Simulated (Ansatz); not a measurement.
Response to strain in hypothetical zinc blende KBr

Consider KBr in the zinc blende structure (space group F-43m, No. 216; a = 7.3112 Å; a hypothetical phase, not in the database extracts checked).

Strains are applied to the cell and any free atomic positions relax.

Calculations: Kohn–Sham DFT with the PBEsol functional, run in Ansatz (an electronic-structure program) with PAW and 420 eV plane waves, spin-orbit coupling left out.

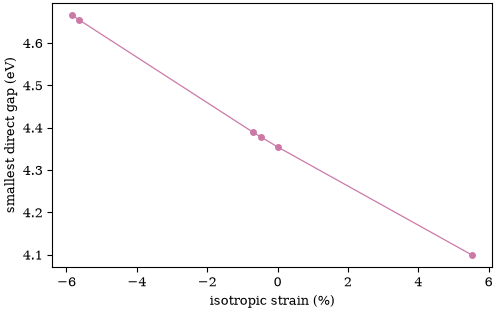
Fig. 1. Smallest direct gap against isotropic strain

```tsv
isotropic strain (%)	smallest direct gap
-5.83	4.67 eV
-5.65	4.66 eV
-0.7	4.39 eV
-0.48	4.38 eV
5.53	4.10 eV
```

Stability against distortions was not tested.
